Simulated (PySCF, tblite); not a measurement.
# C9H7N3: excited states

Wanted: excited states for C9H7N3 (`c1cc(-c2cnccn2)ccn1`).

Programs: tblite 0.8.0 and PySCF 2.14.0, with routines of our own; each step states its level. All values are computed. Atoms count from 0.

## 1. The starting structure

19 atoms, charge 0, multiplicity 1; geometry from: force field or distance geometry start.

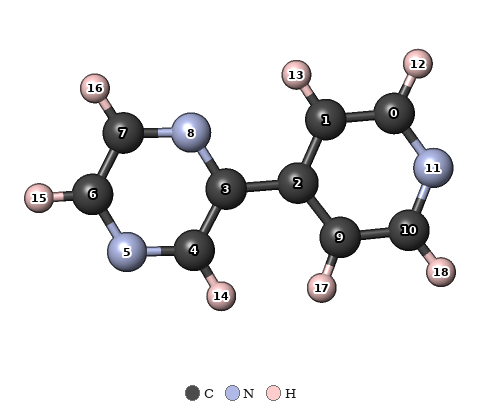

The starting geometry (carbon dark grey, nitrogen light blue, hydrogen pink).

## 2. Geometry optimisation with GFN2-xTB

The job: settings as JSON, then the geometry in Å.

```
{"job": {"kind": "relax", "xc": "GFN2-xTB", "basis": "xTB"}, "charge": 0, "multiplicity": 1}
C     -2.655900     1.399400    -0.065100
C     -1.277000     1.277800    -0.008300
C     -0.716000     0.005700    -0.035800
C      0.732100    -0.111100     0.021600
C      1.376700    -1.339700     0.004500
N      2.731300    -1.370900     0.063600
C      3.429400    -0.216600     0.161700
C      2.806000     1.012200     0.204000
N      1.440600     1.020000     0.130500
C     -1.571200    -1.082700    -0.138400
C     -2.953900    -0.941100    -0.209000
N     -3.448200     0.307100    -0.163100
H     -3.136400     2.393600    -0.024400
H     -0.684100     2.175500     0.078800
H      0.830500    -2.259700    -0.080300
H      4.506700    -0.291600     0.230200
H      3.381100     1.906300     0.282400
H     -1.197200    -2.093500    -0.178500
H     -3.604400    -1.781500    -0.281800
```

Run with:

```
$ OMP_NUM_THREADS=1 python excited_run.py task.json out
```

One launch serves the whole session: the jobs run in the order shown.

What it wrote:

```text
step      E/eV     max force
  0    -858.73483    2.935
  1    -858.97585    0.973
  2    -859.05079    0.832
  3    -859.13151    0.541
  4    -859.14305    0.297
  5    -859.15181    0.175
  6    -859.15473    0.153
  7    -859.15686    0.115
  8    -859.15852    0.096
  9    -859.16008    0.100
 10    -859.16106    0.076
 11    -859.16150    0.055
 12    -859.16170    0.049
 13    -859.16188    0.032
 14    -859.16206    0.034
 15    -859.16219    0.022
 16    -859.16225    0.020
 17    -859.16230    0.022
 18    -859.16236    0.021
 19    -859.16241    0.014
 20    -859.16245    0.014
 21    -859.16247    0.015
 22    -859.16249    0.018
 23    -859.16252    0.017
 24    -859.16256    0.017
 25    -859.16261    0.017
 26    -859.16267    0.019
 27    -859.16272    0.018
 28    -859.16276    0.017
 29    -859.16278    0.013
 30    -859.16279    0.007
```

Run time: 0.18 s. Hardware: 1 thread of Arm Neoverse V2, shared host.

The steps of the relaxation:

```tsv
step	energy from step 0 (eV)	largest force (eV/Å)
0	0.0000	2.9346
1	-0.2410	0.9727
2	-0.3160	0.8318
3	-0.3967	0.5407
4	-0.4082	0.2974
5	-0.4170	0.1752
6	-0.4199	0.1532
7	-0.4220	0.1155
8	-0.4237	0.0962
9	-0.4253	0.0998
10	-0.4262	0.0765
11	-0.4267	0.0554
12	-0.4269	0.0494
13	-0.4271	0.0325
14	-0.4272	0.0336
15	-0.4274	0.0217
16	-0.4274	0.0201
17	-0.4275	0.0222
18	-0.4275	0.0211
19	-0.4276	0.0143
20	-0.4276	0.0144
21	-0.4276	0.0153
22	-0.4277	0.0181
23	-0.4277	0.0175
24	-0.4277	0.0167
25	-0.4278	0.0175
26	-0.4278	0.0192
27	-0.4279	0.0177
28	-0.4279	0.0172
29	-0.4280	0.0128
30	-0.4280	0.0067
```

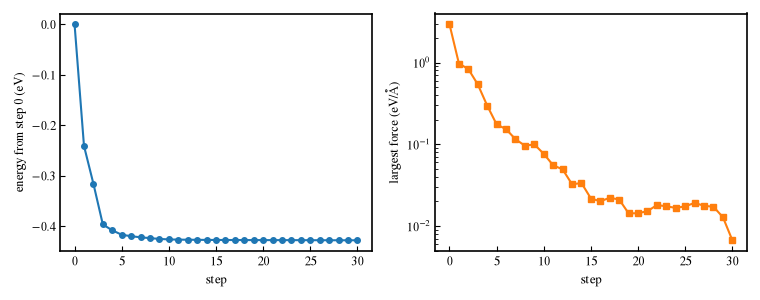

Energy and force, step by step.

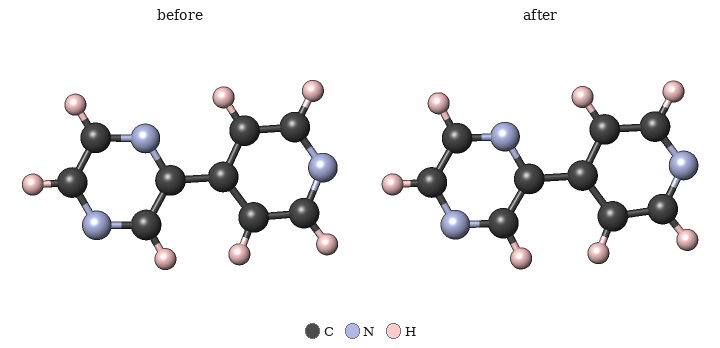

Before and after, at one scale.

Distances of close pairs at the start and the end, largest changes first:

```tsv
bond	before (Å)	after (Å)	change (Å)
C7–N8	1.367	1.319	-0.049
C4–N5	1.356	1.321	-0.035
C0–N11	1.353	1.323	-0.030
N5–C6	1.353	1.324	-0.028
C0–H12	1.105	1.082	-0.023
C10–N11	1.343	1.321	-0.022
C10–H18	1.065	1.082	+0.017
C7–H16	1.066	1.082	+0.016
```

The end geometry stands in the next job.

## 3. Infrared spectrum with GFN2-xTB

The job: settings as JSON, then the geometry in Å.

```
{"job": {"kind": "ir", "xc": "GFN2-xTB", "basis": "xTB"}, "charge": 0, "multiplicity": 1}
C     -2.675324     1.379696    -0.065297
C     -1.296882     1.279104     0.000451
C     -0.709924     0.012422    -0.037729
C      0.752503    -0.106394     0.032022
C      1.440895    -1.324786     0.001588
N      2.758537    -1.389177     0.068930
C      3.423712    -0.248295     0.166836
C      2.754027     0.969144     0.196892
N      1.438837     1.035414     0.130544
C     -1.561254    -1.087606    -0.141751
C     -2.927853    -0.865796    -0.199601
N     -3.479683     0.334060    -0.162654
H     -3.166427     2.343687    -0.038779
H     -0.670712     2.152671     0.080285
H      0.935787    -2.276806    -0.078383
H      4.500812    -0.319971     0.221642
H      3.276821     1.913002     0.274859
H     -1.184165    -2.096808    -0.177985
H     -3.619509    -1.694310    -0.279330
```

What it wrote:

```text
mode    cm-1     km/mol
  1     -41.3      0.00
  2      77.0      0.39
  3     155.7      0.16
  4     163.7      1.51
  5     321.3      0.09
  6     322.2      1.91
  7     337.7     12.85
  8     401.3      5.68
  9     407.5      0.92
 10     546.4     14.47
 11     589.0      1.37
 12     623.9      8.57
 13     630.9      2.28
 14     698.4      1.97
 15     722.8      0.46
 16     778.1      9.09
 17     780.9     13.57
 18     819.7      0.01
 19     878.4      0.10
 20     892.3      0.01
 21     907.7      0.01
 22     914.5      0.52
 23     926.0      0.13
 24     993.8      6.94
 25    1018.7     33.24
 26    1087.3      1.20
 27    1092.3      7.18
 28    1104.1      7.74
 29    1120.9      3.03
 30    1163.0      6.79
 31    1206.5      1.22
 32    1231.9     30.90
 33    1242.5      0.78
 34    1261.1      3.39
 35    1280.3      1.65
 36    1287.5      8.95
 37    1357.6     18.20
 38    1378.6     16.08
 39    1421.7     29.26
 40    1468.5     26.55
 41    1524.8      0.95
 42    1551.8      5.36
 43    1570.0     28.49
 44    1580.7     51.94
 45    3056.4     24.45
 46    3059.3     25.01
 47    3059.7     37.45
 48    3068.7      3.49
 49    3071.5     44.08
 50    3103.6     28.71
 51    3114.7      7.56
```

Wall time 0.65 s (1 thread of Arm Neoverse V2, shared host).

The strongest bands and the atoms that carry them (share of the mass-weighted mode):

```tsv
cm⁻¹	km/mol	atoms
1019	33.2	N8 24 %, C4 20 %
1232	30.9	C3 24 %, C4 18 %, C6 11 %, C7 11 %
1422	29.3	C3 18 %, C7 16 %, C4 13 %
1570	28.5	C4 14 %, C7 13 %, C6 12 %, C3 12 %
1581	51.9	C0 18 %, C9 15 %, C1 13 %, C10 12 %
3060	37.5	H12 70 %, H18 22 %
3072	44.1	H15 77 %
3104	28.7	H17 90 %
```

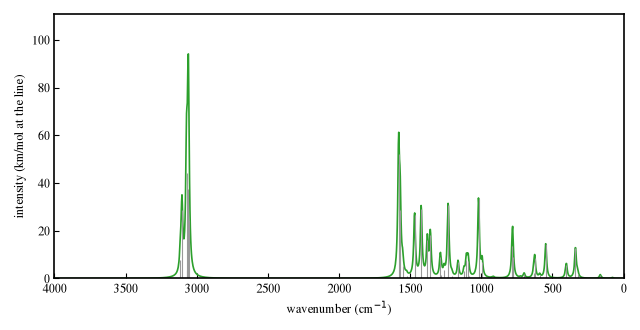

The infrared spectrum from these modes, unscaled. Lines are broadened to a width of 14 cm⁻¹ (Lorentzian).

## 4. Excited states: TDA BHandHLYP/def2-SVP

The job, as its differences from that of step 3:

```diff
@@ -1,2 +1,2 @@
-{"job": {"kind": "ir", "xc": "GFN2-xTB", "basis": "xTB"}, "charge": 0, "multiplicity": 1}
+{"job": {"kind": "states", "xc": "BHandHLYP", "basis": "def2-SVP", "tda": true, "soc": true, "nstates": 5, "ntriplets": 4, "nquad": 4}, "charge": 0, "multiplicity": 1}
 C     -2.675324     1.379696    -0.065297
```

Method: TDA BHandHLYP/def2-SVP excited states, vertical, gas phase, spin-orbit mean-field couplings.

What it wrote:

```text
coarse grid: 17304 points
cycle   1  E = -510.6038385022  dE =  2.898e+00  |g| = 4.573e-01  |ddm| = 5.320e+00
cycle   2  E = -510.6301060164  dE = -2.627e-02  |g| = 4.107e-01  |ddm| = 1.131e+00
cycle   3  E = -510.6649618992  dE = -3.486e-02  |g| = 9.957e-02  |ddm| = 5.666e-01
cycle   4  E = -510.6669559343  dE = -1.994e-03  |g| = 4.779e-02  |ddm| = 1.463e-01
cycle   5  E = -510.6675584564  dE = -6.025e-04  |g| = 1.055e-02  |ddm| = 6.460e-02
cycle   6  E = -510.6675858471  dE = -2.739e-05  |g| = 3.769e-03  |ddm| = 1.541e-02
cycle   7  E = -510.6675895121  dE = -3.665e-06  |g| = 1.076e-03  |ddm| = 4.735e-03
final grid: 171456 points
cycle   8  E = -510.7273868316  dE = -2.694e-05  |g| = 2.671e-03  |ddm| = 3.453e-02
cycle   9  E = -510.7273877123  dE = -8.807e-07  |g| = 2.096e-03  |ddm| = 6.057e-03
cycle  10  E = -510.7273887319  dE = -1.020e-06  |g| = 5.234e-04  |ddm| = 2.683e-03
cycle  11  E = -510.7273887926  dE = -6.065e-08  |g| = 1.895e-04  |ddm| = 8.086e-04
cycle  12  E = -510.7273888018  dE = -9.188e-09  |g| = 5.628e-05  |ddm| = 2.877e-04
cycle  13  E = -510.7273888026  dE = -7.981e-10  |g| = 1.221e-05  |ddm| = 7.124e-05
converged SCF energy = -510.7273888026

Singlet excitations
state   eV       nm        f     d(h-e)  d(exc)  Lambda  PR(NTO)  |dmu|/D   mu/D   main configurations
  1   4.4462   278.9   0.00659   0.316   2.701   0.504   1.042    1.172    3.377   H-3->L 0.46, H-2->L 0.23, H-3->L+1 0.17
  2   4.9454   250.7   0.00361   1.877   3.391   0.499   1.035    5.682    3.481   H-2->L 0.56, H-3->L 0.20, H-2->L+3 0.10
  3   5.1500   240.7   0.00162   0.564   2.936   0.485   1.051    1.787    3.999   H-3->L+1 0.47, H-2->L+1 0.21, H-3->L 0.21
  4   5.2436   236.4   0.50962   0.344   3.353   0.767   1.200    0.967    1.331   H->L 0.81, H->L+1 0.08
  5   5.3293   232.6   0.07171   1.192   3.472   0.559   1.511                     H-1->L 0.69, H->L+2 0.11

Triplet excitations (Tamm-Dancoff)
state   eV     d(h-e)  d(exc)  Lambda  PR(NTO)   main configurations
  1   3.4375   0.034   2.988   0.782   1.457   H->L 0.77
  2   3.6290   0.168   2.489   0.494   1.092   H-3->L 0.36, H-3->L+1 0.25, H-2->L 0.17
  3   4.1863   1.562   3.046   0.498   1.014   H-2->L 0.47, H-3->L 0.19, H-2->L+3 0.15
  4   4.2541   0.405   2.758   0.710   1.199   H->L+1 0.63, H-4->L+1 0.17
S1 - T1 = 1.0087 eV

Spin-orbit couplings |<S|Hso|T>| (cm-1)
             T1       T2       T3       T4
S0        0.018    0.404   24.986    0.088
S1        4.971    0.126    1.130    1.655
S2        6.446    0.974    0.040    0.918
S3        1.591    0.467    1.180    1.750
S4        0.033    2.931    5.075    0.068
S5        0.015    1.386    1.606    0.008
T1 sublevels (cm-1): 0.000 0.002 0.015   radiative rates (1/s): 0.00113 0.111 0.475
```

Run time: 44 s. Hardware: 1 thread of Arm Neoverse V2, shared host; peak memory 0.93 GiB.

In short:

```tsv
quantity	value
S1 less T1	1.01 eV
```

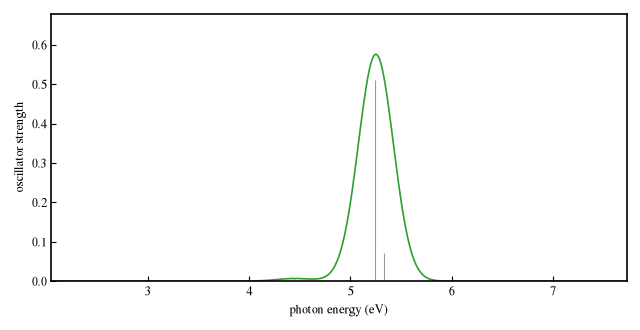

Absorption lines of the singlets. Lines are broadened to a width of 0.40 eV (Gaussian).

The fields below are evaluated on a grid from the run's orbitals.

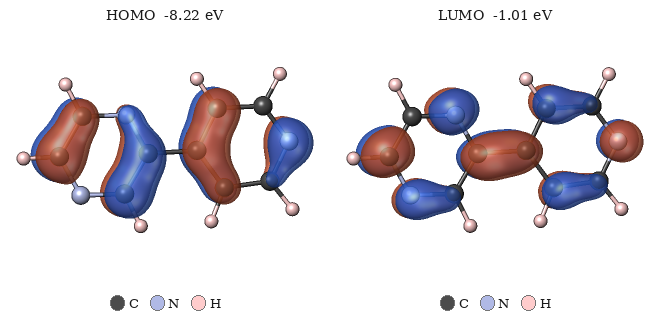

Frontier orbitals at BHandHLYP/def2-SVP; each surface holds 70 % of the orbital's density, blue and red mark the sign.

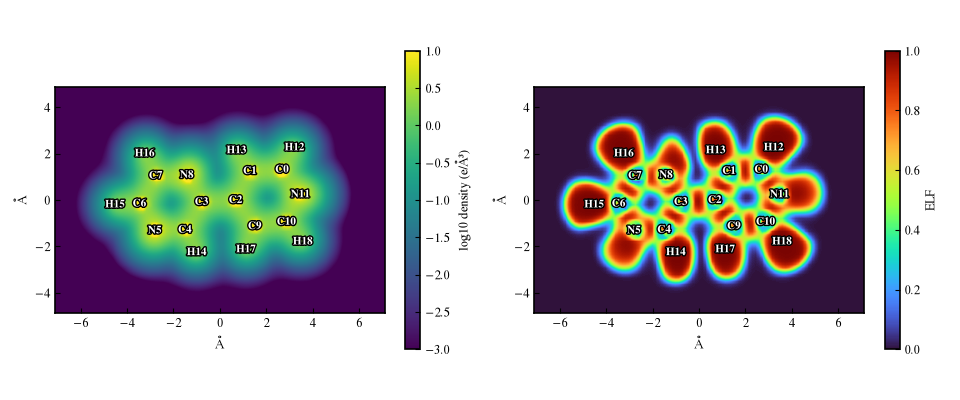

Density (left) and ELF (right) in a plane through or near 19 of the atoms.

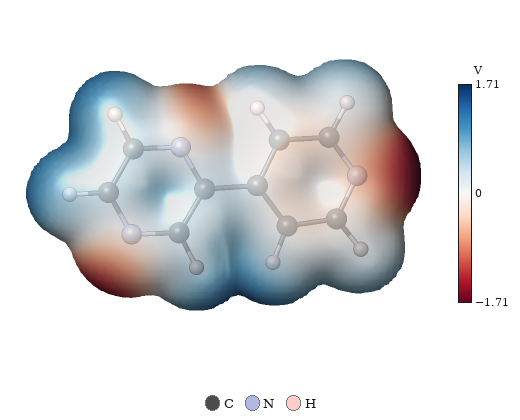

Electrostatic potential on the surface of density 0.002 e/bohr³; red is low, blue high. It runs, from the 1st to the 99th percentile, from -1.71 V near N11 to 1.30 V near H14.

## 5. Results

| quantity | value |
| --- | --- |
| strongest single infrared mode (GFN2-xTB) | 1581 cm⁻¹, 52 km/mol |
| zero-point energy (GFN2-xTB) | 87.7 kcal/mol |
| S1 less T1 (step 4, TDA BHandHLYP/def2-SVP) | 1.01 eV |
| surface potential, 1st and 99th percentile | -1.71 V and 1.30 V |

**Reading.** The lowest mode is imaginary (41i cm⁻¹), so the xTB geometry is not a minimum. The strongest single mode, at 1581 cm⁻¹, has its largest shares on C0, C9, C1 and C10 (the list is cut at 4 atoms). GFN2-xTB is a fitted tight-binding method: band positions and strengths are rough. Its intensities can rank the bands wrongly. In step 4, the number of triplets below S1 is at least 4, and the largest singlet-triplet spin-orbit coupling is S0–T3, 24.99 cm⁻¹. At BHandHLYP/def2-SVP, counted by nearest atom on the grid, the HOMO lies on 4 C atoms about 13 % each; N11 12 %, the LUMO on C3, C6 about 15 % each; N8 14 %.
